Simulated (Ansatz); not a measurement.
# InH₂+ (singlet): one geometry, many settings at distance In1–H2 = 2.269 Å

Aim: run InH₂+ (singlet) at one geometry under a spread of methods and options, and see what each costs and gives.

Program: Ansatz 0.2.0, Gaussian basis. Level of theory: the settings change from run to run. These are calculated values, not measurements.

31 further runs of the same task are left out: 12 for a known fault of the program, 1 for a mislabelled method, 14 that didn't finish, 4 set aside as unsound or not needed.

### 1 The geometry

The geometry derives from a PBE0/def2-TZVP stationary point (not a proven minimum). One bond is set to the value named and the two fragments are kept rigid. No spin-orbit coupling is included. Elements past krypton take def2 core potentials.

3 atoms, charge 1, spin multiplicity 1.

Atoms are counted from 1 here; the program's logs count them from 0.

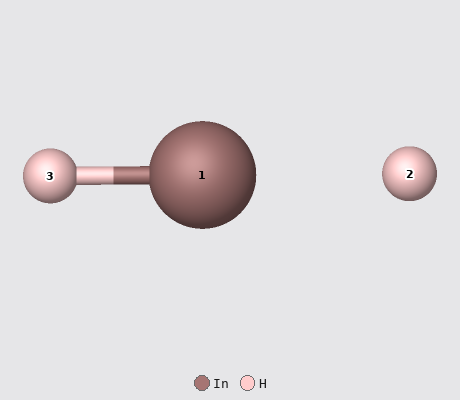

The geometry (indium brown, hydrogen pink); atoms are numbered from 1 in the order of the file.

### 2 CASSCF(2,9)/def2-SVP

Input file in.yaml:

```yaml
crystal:
  periodic: [false, false, false]
  atoms:
    - {symbol: In, position_ang: [0.000000, 0.000000, 0.201200]}
    - {symbol: H, position_ang: [0.000000, 0.000000, -2.067800]}
    - {symbol: H, position_ang: [0.000000, 0.000000, 1.866600]}
basis:
  gaussian: {orbitals: def2-SVP}
total_charge: 1
hamiltonian: {pseudopotentials: {relativity: none}}
correlation: {active_space: {window: {electrons: 2, orbitals: 9}}}
```

Launch:

```
$ ansatz run in.yaml --threads 1 --pin off --events-out ev --progress --plain --max-ram 2393MiB
```

Output:

```text
Functional definition: HF
  name "HF"
  cite "Fock, Z. Phys. 61, 126 (1930) doi:10.1007/BF01340294"
  parent pbe
  exchange = exact_x
  correlation = 0
441 factors; integrals over basis functions are off by at most 5.6e-4 eV
mean field evaluation 1: about -5170.8831 eV, gradient 6.4e0 eV
mean field evaluation 2: about -5170.8838 eV, gradient 6.4e0 eV
mean field evaluation 4: about -5171.1916 eV, gradient 4.0e-1 eV
mean field evaluation 8: about -5171.1918 eV, gradient 5.1e-5 eV
mean field -5171.19176891 eV, -190.0377923477 hartree, gradient 1.7e-6 eV, S^2 0.000000; 0 other end points of the search recorded, 0 dependent functions left out
reference -5171.19176891 eV, -190.0377923477 hartree; 11, 11 occupied and 25, 25 virtual orbitals, 441 factors
state -5172.23284258 eV, -190.0760510995 hartree
Total energy: -5172.23284258 eV, -190.0760510995 hartree
```

Wall time 2.1 s (1 thread of Arm Neoverse V2, shared host).

From the report: 81 determinants; active occupations 1.89, 0.10, 0.00, 0.00, 0.00, 0.00, 0.00, 0.00, 0.00.

### 3 MP2 on UHF/def2-SVPD

Edit in.yaml of step 2 so:

```diff
@@ -7,5 +7,6 @@
 basis:
-  gaussian: {orbitals: def2-SVP}
+  gaussian: {orbitals: def2-SVPD}
 total_charge: 1
+magnetization: {spin_polarized: true, initial_magnetization: 0}
 hamiltonian: {pseudopotentials: {relativity: none}}
-correlation: {active_space: {window: {electrons: 2, orbitals: 9}}}
+correlation: {method: mp2, electrons: outside_noble_gas}
```

Same command.

Output:

```text
Functional definition: HF
  name "HF"
  cite "Fock, Z. Phys. 61, 126 (1930) doi:10.1007/BF01340294"
  parent pbe
  exchange = exact_x
  correlation = 0
584 factors; integrals over basis functions are off by at most 3.1e-4 eV
mean field evaluation 1: about -5170.9008 eV, gradient 4.6e0 eV
mean field evaluation 2: about -5170.9044 eV, gradient 4.6e0 eV
mean field evaluation 4: about -5171.2201 eV, gradient 2.9e-1 eV
mean field evaluation 8: about -5171.2207 eV, gradient 4.9e-7 eV
mean field evaluation 16: about -5171.3118 eV, gradient 1.1e-1 eV
mean field -5171.31286361 eV, -190.0422424960 hartree, gradient 2.6e-6 eV, S^2 0.337374; 1 other end points of the search recorded, 0 dependent functions left out
9 core orbitals not correlated: weight in the atoms' cores, before any rotation towards them, 0.994 or more for the frozen orbitals, at most 0.004 for the correlated occupied ones
reference -5171.31286361 eV, -190.0422424960 hartree; 2, 2 occupied and 37, 37 virtual orbitals, 584 factors
second order -1.11306966 eV of doubles, -0.00000000 eV of singles
Total energy: -5172.42593327 eV, -190.0831470516 hartree
```

Run time: 0.66 s. Hardware: 1 thread of Arm Neoverse V2, shared host.

From the report: ⟨S²⟩ of the determinant 0.337 (pure singlet: 0.00).

### 4 CASSCF(8,7)/def2-mTZVP

Input file in.yaml:

```yaml
crystal:
  periodic: [false, false, false]
  atoms:
    - {symbol: In, position_ang: [0.000000, 0.000000, 0.201200]}
    - {symbol: H, position_ang: [0.000000, 0.000000, -2.067800]}
    - {symbol: H, position_ang: [0.000000, 0.000000, 1.866600]}
basis:
  gaussian: {orbitals: def2-mTZVP}
total_charge: 1
correlation: {active_space: {window: {electrons: 8, orbitals: 7}, states: [{multiplicity: 1, weights: [1, 0.5, 1, 1]}]}}
accuracy: high
```

The command is unchanged.

Output:

```text
Functional definition: HF
  name "HF"
  cite "Fock, Z. Phys. 61, 126 (1930) doi:10.1007/BF01340294"
  parent pbe
  exchange = exact_x
  correlation = 0
876 factors; integrals over basis functions are off by at most 3.4e-9 eV
mean field evaluation 1: about -5170.8947 eV, gradient 6.7e0 eV
mean field evaluation 2: about -5170.8958 eV, gradient 6.7e0 eV
mean field evaluation 4: about -5171.2299 eV, gradient 3.3e-1 eV
mean field evaluation 8: about -5171.2304 eV, gradient 9.2e-5 eV
mean field -5171.23037858 eV, -190.0392112270 hartree, gradient 6.0e-9 eV, S^2 0.000000; 0 other end points of the search recorded, 0 dependent functions left out
reference -5171.23037858 eV, -190.0392112270 hartree; 11, 11 occupied and 31, 31 virtual orbitals, 876 factors
state -5171.81832635 eV, -190.0608179088 hartree
state -5167.51409568 eV, -189.9026403493 hartree
state -5167.51409568 eV, -189.9026403492 hartree
state -5164.87549901 eV, -189.8056737103 hartree
an earlier search ended where averaged states of different weights were degenerate, so these states were given the mean of their weights and the orbitals were optimised with it
Total energy: -5167.98999111 eV, -189.9201291837 hartree
```

Run time: 7.5 s. Hardware: 1 thread of Arm Neoverse V2, shared host.

From the report: 1,225 determinants; active occupations (of the averaged states) 2.00, 2.00, 1.81, 1.31, 0.41, 0.24, 0.24.

### 5 CCSDT(Q) on RHF/def2-TZVPP

Input file in.yaml:

```yaml
crystal:
  periodic: [false, false, false]
  atoms:
    - {symbol: In, position_ang: [0.000000, 0.000000, 0.201200]}
    - {symbol: H, position_ang: [0.000000, 0.000000, -2.067800]}
    - {symbol: H, position_ang: [0.000000, 0.000000, 1.866600]}
basis:
  gaussian: {orbitals: def2-TZVPP}
total_charge: 1
magnetization: {spin_polarized: false}
correlation: {method: ccsdt_q, electrons: outside_noble_gas, diis_vectors: 4}
```

Same command.

Output, cut to the lines that bear on the results:

```text
Functional definition: HF
  name "HF"
  cite "Fock, Z. Phys. 61, 126 (1930) doi:10.1007/BF01340294"
  parent pbe
[...]
1155 factors; integrals over basis functions are off by at most 1.9e-7 eV
[...]
mean field -5171.38741072 eV, -190.0449820516 hartree, gradient 1.3e-6 eV, S^2 0.000000; 0 other end points of the search recorded, 0 dependent functions left out; unrestricted orbitals would lower it
9 core orbitals not correlated: weight in the atoms' cores, before any rotation towards them, 0.995 or more for the frozen orbitals, at most 0.003 for the correlated occupied ones
reference -5171.38741072 eV, -190.0449820516 hartree; 2, 2 occupied and 67, 67 virtual orbitals, 1155 factors
second order -1.62249541 eV of doubles, -0.00000000 eV of singles
cycle   1  -1.95164572 eV  change   -3.3e-1 eV  update   6.7e-2
[...]
cycle  16  -2.25905578 eV  change   -1.6e-7 eV  update   8.5e-8
perturbative correction -0.00096848 eV, -0.0000355911 hartree
Total energy: -5173.64743498 eV, -190.1280364114 hartree
```

Run time: 8 s. Hardware: 1 thread of Arm Neoverse V2, shared host; peak memory 0.27 GiB.

From the report: correlation -2.2600 eV; T1 0.021; largest double amplitude 0.21.

### 6 CCSD(T) on UHF/def2-SVPD

Input file in.yaml:

```yaml
crystal:
  periodic: [false, false, false]
  atoms:
    - {symbol: In, position_ang: [0.000000, 0.000000, 0.201200]}
    - {symbol: H, position_ang: [0.000000, 0.000000, -2.067800]}
    - {symbol: H, position_ang: [0.000000, 0.000000, 1.866600]}
basis:
  gaussian: {orbitals: def2-SVPD}
total_charge: 1
magnetization: {spin_polarized: true, initial_magnetization: 0}
correlation: {method: ccsd_t, electrons: valence}
scf: {omitted_lower_state_checks: [cluster_reference]}
```

Launched as before.

Output, cut to the lines that bear on the results:

```text
Functional definition: HF
  name "HF"
  cite "Fock, Z. Phys. 61, 126 (1930) doi:10.1007/BF01340294"
  parent pbe
[...]
584 factors; integrals over basis functions are off by at most 3.1e-4 eV
[...]
mean field -5171.31286361 eV, -190.0422424960 hartree, gradient 2.6e-6 eV, S^2 0.337374; 1 other end points of the search recorded, 0 dependent functions left out
4 core orbitals not correlated: weight in the atoms' cores, before any rotation towards them, 1.000 or more for the frozen orbitals, at most 0.000 for the correlated occupied ones
reference -5171.31286361 eV, -190.0422424960 hartree; 7, 7 occupied and 37, 37 virtual orbitals, 584 factors
second order -1.86951515 eV of doubles, -0.00000000 eV of singles
cycle   1  -2.19574687 eV  change   -3.3e-1 eV  update   7.4e-2
[...]
cycle  12  -2.74517439 eV  change    1.4e-6 eV  update   9.6e-6
perturbative correction -0.08931123 eV, -0.0032821272 hartree
Total energy: -5174.14734923 eV, -190.1464079211 hartree
Checks for a lower state left out: cluster_reference
```

Wall time 2 s (1 thread of Arm Neoverse V2, shared host).

From the report: ⟨S²⟩ of the determinant 0.337 (pure singlet: 0.00); correlation -2.8345 eV; T1 0.058; largest double amplitude 0.21.

### 7 MRCISD+Q(4,7)/def2-mTZVP

Input file in.yaml:

```yaml
crystal:
  periodic: [false, false, false]
  atoms:
    - {symbol: In, position_ang: [0.000000, 0.000000, 0.201200]}
    - {symbol: H, position_ang: [0.000000, 0.000000, -2.067800]}
    - {symbol: H, position_ang: [0.000000, 0.000000, 1.866600]}
basis:
  gaussian: {orbitals: def2-mTZVP, point_charges: [{charge: -0.50, position_ang: [4.483, -0.988, -0.650]}]}
total_charge: 1
correlation: {method: fic_mrcisd_q, electrons: outside_noble_gas, active_space: {window: {electrons: 4, orbitals: 7}}}
```

The command is unchanged.

Output, cut to the lines that bear on the results:

```text
Functional definition: HF
  name "HF"
  cite "Fock, Z. Phys. 61, 126 (1930) doi:10.1007/BF01340294"
  parent pbe
[...]
509 factors; integrals over basis functions are off by at most 2.1e-4 eV
[...]
mean field -5172.80077447 eV, -190.0969222115 hartree, gradient 4.6e-7 eV, S^2 0.000000; 0 other end points of the search recorded, 0 dependent functions left out; unrestricted orbitals would lower it
reference -5172.80077447 eV, -190.0969222115 hartree; 11, 11 occupied and 31, 31 virtual orbitals, 509 factors
state -5174.43565037 eV, -190.1570027925 hartree
contracted CI cycle   1: correlation 0.00000000 eV, 0.0000000000 hartree, residual 3.46e0 eV
contracted CI cycle   2: correlation -0.22744030 eV, -0.0083582768 hartree, residual 8.03e-1 eV
contracted CI cycle   3: correlation -0.23858857 eV, -0.0087679682 hartree, residual 1.75e-1 eV
contracted CI cycle   4: correlation -0.23910535 eV, -0.0087869595 hartree, residual 4.59e-2 eV
contracted CI cycle   5: correlation -0.23913298 eV, -0.0087879747 hartree, residual 1.16e-2 eV
contracted CI cycle   6: correlation -0.23913464 eV, -0.0087880358 hartree, residual 2.74e-3 eV
contracted CI cycle   7: correlation -0.23913473 eV, -0.0087880393 hartree, residual 5.96e-4 eV
state -5174.43565037 eV, -190.1570027925 hartree; corrected -5174.67633028 eV, -190.1658476160 hartree
Total energy: -5174.67633028 eV, -190.1658476160 hartree
```

Wall time 2 s (1 thread of Arm Neoverse V2, shared host).

From the report: 441 determinants; active occupations 1.96, 1.85, 0.15, 0.02, 0.01, 0.01, 0.00.

### 8 MP2 on RHF/def2-SVPD

Input file in.yaml:

```yaml
crystal:
  periodic: [false, false, false]
  atoms:
    - {symbol: In, position_ang: [0.000000, 0.000000, 0.201200]}
    - {symbol: H, position_ang: [0.000000, 0.000000, -2.067800]}
    - {symbol: H, position_ang: [0.000000, 0.000000, 1.866600]}
basis:
  gaussian: {orbitals: def2-SVPD}
total_charge: 1
magnetization: {spin_polarized: false}
correlation: {method: mp2, electrons: outside_noble_gas}
output: {forces: true}
```

Same command.

Output, cut to the lines that bear on the results:

```text
Functional definition: HF
  name "HF"
  cite "Fock, Z. Phys. 61, 126 (1930) doi:10.1007/BF01340294"
  parent pbe
[...]
584 factors; integrals over basis functions are off by at most 3.1e-4 eV
[...]
mean field -5171.22070404 eV, -190.0388556941 hartree, gradient 2.1e-6 eV, S^2 0.000000; 0 other end points of the search recorded, 0 dependent functions left out; unrestricted orbitals would lower it
9 core orbitals not correlated: weight in the atoms' cores, before any rotation towards them, 0.995 or more for the frozen orbitals, at most 0.002 for the correlated occupied ones
reference -5171.22070404 eV, -190.0388556941 hartree; 2, 2 occupied and 37, 37 virtual orbitals, 584 factors
second order -1.42620198 eV of doubles, -0.00000000 eV of singles
[...]
Total energy: -5172.64690602 eV, -190.0912676501 hartree
Atom 0 at     0.000000     0.000000     0.201200 Å, force     0.000000    -0.000000    -3.555046 eV/Å
Atom 1 at     0.000000     0.000000    -2.067800 Å, force    -0.000000    -0.000000     2.998583 eV/Å
Atom 2 at     0.000000     0.000000     1.866600 Å, force     0.000000    -0.000000     0.556463 eV/Å
Dipole moment:     0.000000    -0.000000     0.002118 e Å
```

Run time: 0.72 s. Hardware: 1 thread of Arm Neoverse V2, shared host.

### 9 CISD/def2-SVP

Input file in.yaml:

```yaml
crystal:
  periodic: [false, false, false]
  atoms:
    - {symbol: In, position_ang: [0.000000, 0.000000, 0.201200]}
    - {symbol: H, position_ang: [0.000000, 0.000000, -2.067800]}
    - {symbol: H, position_ang: [0.000000, 0.000000, 1.866600]}
basis:
  gaussian: {orbitals: def2-SVP, fitting: {mean_field: def2-universal-jkfit}}
total_charge: 1
correlation: {active_space: {ras: {orbitals: [11, 0, 25], electrons: 22, max_holes: 2, max_particles: 2}, fixed_orbitals: true}}
output: {forces: true}
```

Same command.

Output, cut to the lines that bear on the results:

```text
Functional definition: HF
  name "HF"
  cite "Fock, Z. Phys. 61, 126 (1930) doi:10.1007/BF01340294"
  parent pbe
[...]
254 factors; integrals over basis functions are off by at most 5.1e-1 eV
[...]
mean field -5171.19215998 eV, -190.0378067192 hartree, gradient 1.9e-6 eV, S^2 0.000000; 0 other end points of the search recorded, 0 dependent functions left out
reference -5171.19215998 eV, -190.0378067192 hartree; 11, 11 occupied and 25, 25 virtual orbitals, 254 factors
state -5174.16334144 eV, -190.1469956239 hartree
[...]
Total energy: -5174.16334144 eV, -190.1469956239 hartree
Atom 0 at     0.000000     0.000000     0.201200 Å, force    -0.000000     0.000000    -3.245492 eV/Å
Atom 1 at     0.000000     0.000000    -2.067800 Å, force     0.000000    -0.000000     2.791732 eV/Å
Atom 2 at     0.000000     0.000000     1.866600 Å, force     0.000000    -0.000000     0.453760 eV/Å
Dipole moment:     0.000000     0.000000     0.001320 e Å
```

It took 4.6 s on 1 thread of Arm Neoverse V2, shared host.

From the report: 29,208 determinants.

### 10 CCSDT(Q)/B on RHF/def2-mTZVP

Input file in.yaml:

```yaml
crystal:
  periodic: [false, false, false]
  atoms:
    - {symbol: In, position_ang: [0.000000, 0.000000, 0.201200]}
    - {symbol: H, position_ang: [0.000000, 0.000000, -2.067800]}
    - {symbol: H, position_ang: [0.000000, 0.000000, 1.866600]}
basis:
  gaussian: {orbitals: def2-mTZVP, fitting: {mean_field: def2-universal-jkfit}}
total_charge: 1
magnetization: {spin_polarized: false}
correlation: {method: ccsdt_q_b, electrons: outside_noble_gas}
output: {forces: true}
```

Launched as before.

Output, cut to the lines that bear on the results:

```text
Functional definition: HF
  name "HF"
  cite "Fock, Z. Phys. 61, 126 (1930) doi:10.1007/BF01340294"
  parent pbe
[...]
254 factors; integrals over basis functions are off by at most 9.5e-1 eV
[...]
mean field -5171.23050515 eV, -190.0392158784 hartree, gradient 2.9e-7 eV, S^2 0.000000; 0 other end points of the search recorded, 0 dependent functions left out; unrestricted orbitals would lower it
9 core orbitals not correlated: weight in the atoms' cores, before any rotation towards them, 0.995 or more for the frozen orbitals, at most 0.003 for the correlated occupied ones
reference -5171.23050515 eV, -190.0392158784 hartree; 2, 2 occupied and 31, 31 virtual orbitals, 254 factors
second order -1.18481772 eV of doubles, -0.00000000 eV of singles
cycle   1  -1.52780595 eV  change   -3.4e-1 eV  update   7.3e-2
[...]
cycle  13  -1.87053337 eV  change    5.8e-8 eV  update   9.1e-8
perturbative correction -0.00083947 eV, -0.0000308499 hartree
[...]
Total energy: -5173.10187799 eV, -190.1079875617 hartree
Atom 0 at     0.000000     0.000000     0.201200 Å, force    -0.000000    -0.000000    -3.296646 eV/Å
Atom 1 at     0.000000     0.000000    -2.067800 Å, force     0.000000     0.000000     2.306638 eV/Å
Atom 2 at     0.000000     0.000000     1.866600 Å, force     0.000000     0.000000     0.990008 eV/Å
Dipole moment:    -0.000000    -0.000000     0.003071 e Å
```

Run time: 3.2 s. Hardware: 1 thread of Arm Neoverse V2, shared host.

From the report: correlation -1.8714 eV; T1 0.026; largest double amplitude 0.23.

### 11 The runs in one table

Where basis and cores are those of an earlier FCI/def2-TZVPP run (-5173.6478 eV), and the state is the same kind, the miss against it is given.

| level | correlated | functions | energy (eV) | from FCI (meV) | time |
| --- | --- | --- | --- | --- | --- |
| CASSCF(2,9)/def2-SVP |  | 36 | -5172.2328 |  | 2.1 s |
| MP2 on UHF/def2-SVPD | outside noble gas | 48 | -5172.4259 |  | 0.66 s |
| CASSCF(8,7)/def2-mTZVP (mean of several states) |  | 42 | -5167.9900 |  | 7.5 s |
| CCSDT(Q) on RHF/def2-TZVPP | outside noble gas | 78 | -5173.6474 | 0.3 | 8 s |
| CCSD(T) on UHF/def2-SVPD | valence | 48 | -5174.1473 |  | 2 s |
| MRCISD+Q(4,7)/def2-mTZVP (beside a point charge) | outside noble gas | 42 | -5174.6763 |  | 2 s |
| MP2 on RHF/def2-SVPD | outside noble gas | 48 | -5172.6469 |  | 0.72 s |
| CISD/def2-SVP | all | 36 | -5174.1633 |  | 4.6 s |
| CCSDT(Q)/B on RHF/def2-mTZVP | outside noble gas | 42 | -5173.1019 |  | 3.2 s |

### 12 What came out

| quantity | value |
| --- | --- |
| runs | 9 |
| quickest | MP2 on UHF/def2-SVPD, 0.66 s |
| slowest | CCSDT(Q) on RHF/def2-TZVPP, 8 s |

**Reading.** Total energies in different bases, with other cores or another treatment of relativity can't be set against each other. CCSDT(Q) on RHF/def2-TZVPP took 12 times as long as MP2 on UHF/def2-SVPD; the jobs differ in more than the method.
